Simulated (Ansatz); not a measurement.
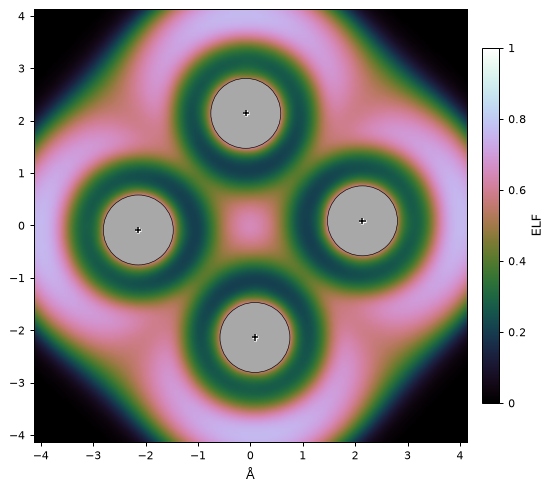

The ELF on a plane through atoms (crosses mark nuclei in the plane; grey discs cover the cores).

Computed with RKS PBE0-D4/def2-TZVP in Ansatz 0.2.0.

Candidates:
A. HTi$_{3}$ (charge +1)
B. In$_{4}$
C. H$_{12}$O$_{3}$Zn$_{3}$

> Which system is this?

Candidate B: In$_{4}$ on the molecular plane, which holds In. In–In (3.03 Å): the ELF is about 0.40 at the midpoint.
